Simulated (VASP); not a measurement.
Band structure of BN (zinc blende). Method: PBE GGA with D3 dispersion (Becke-Johnson damping), VASP's PBE PAW potentials (set 64) (plane waves; VASP).

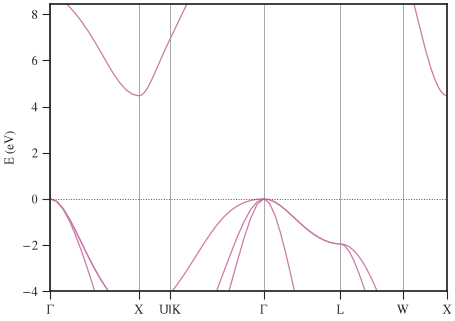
Figure: Bands along high-symmetry lines, zero at the valence-band maximum or, without a gap, the Fermi level

Task: Read the plot: is there a gap, and where are the band edges?

Result: The gap is indirect, 4.47 eV, from the valence maximum at Γ to the conduction minimum at X. (Edges off the drawn lines would not show.)

Measured: gap 6.20 eV at 300 K (computed value off by -1.73 eV), as given by arXiv:1206.3780.

The compound is BN in the zinc blende structure. It was relaxed first.
